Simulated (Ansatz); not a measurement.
## BN (wurtzite): scan of one atom of the cell

Starting cell, BN (wurtzite):

```
CELL_PARAMETERS angstrom
      2.55453     0.00000     0.00000
     -1.27726     2.21229     0.00000
      0.00000     0.00000     4.22457
ATOMIC_POSITIONS crystal
  B  0.66667 0.33333 0.99991
  B  0.33333 0.66667 0.49991
  N  0.66667 0.33333 0.62529
  N  0.33333 0.66667 0.12529
```

In this cell atom 1 (B, nearest neighbour N at 1.567 Å; its periodic images, 2.6 Å or more away, move with it) is moved by s along Cartesian [111], unit vector (0.577, 0.577, 0.577); all other atoms and the cell stay fixed.

Calculation: PBE (plane waves to 420 eV, PAW, scalar-relativistic; Ansatz, a program for electronic structure). k mesh 12×12×6 (Γ-centred), Fermi-Dirac smearing 0.05 eV. Energies are smeared free energies. Compression counts positive. Left out: 1 of 11 points, with atoms too close for the PAW data. BN was relaxed with its symmetry unable to fall. ΔE is measured from the undisplaced structure.

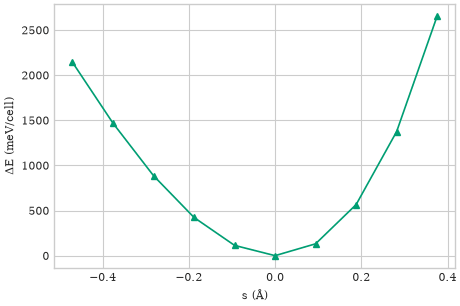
ΔE (meV/cell) against s (Å); markers are the computed points, lines only join them.

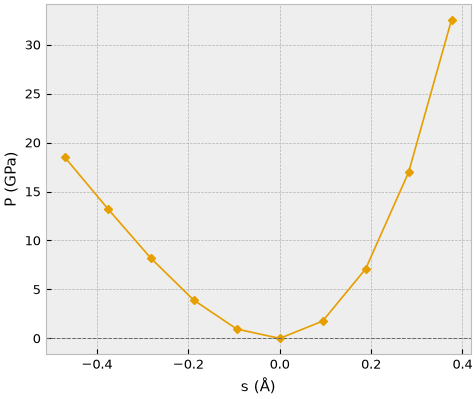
Figure. P (GPa) against s (Å); one marker a computed point.

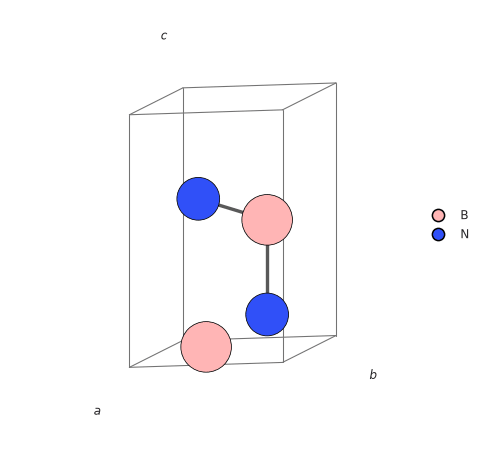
Figure. The cell of the calculation at s = 0.376 Å.

The energy at s = 0.376 Å comes out as 2655 meV/cell and the force along the line at s = -0.470 Å is 7.59 eV/Å. Symmetry of the curve: not even: the positive side lies higher at ±0.376 Å. Harmonic estimate at the end of the scan: ½ks² = 1955 meV/cell against the computed 2655 meV/cell, so the well is stiffer than harmonic there. Shape of the curve: a single well with its minimum at or next to zero displacement.

With its periodic images moving along, the atom's site symmetry in this cell is 3m..

(A displaced cell: forces are minus the slopes of the energy, force constants its curvatures, and phonons follow from these.)
